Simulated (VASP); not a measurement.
Band structure of GaP (zinc blende). All values below come from PW91 GGA, VASP's PBE PAW potentials (set 64) (plane waves; VASP).

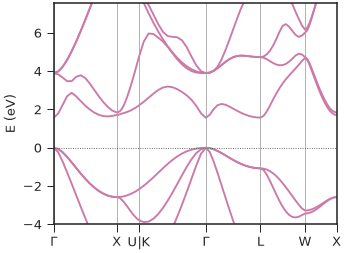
*Bands along high-symmetry lines, zero at the valence-band maximum or, without a gap, the Fermi level*

**Question.** Read the plot: is there a gap, and where are the band edges?

**Answer.** The gap is direct, 1.56 eV, from the valence maximum at Γ to the conduction minimum at Γ. (Edges off the drawn lines would not show.)

Measured: gap 2.43 eV (computed value off by -0.87 eV), as given by Wei Chen et al., Physical Review Materials (2018), doi:10.1103/physrevmaterials.2.073803 [zero-point renormalisation of 0.08 eV added back (the table's ZPR column)].

The compound is GaP in the zinc blende structure. It was relaxed first.
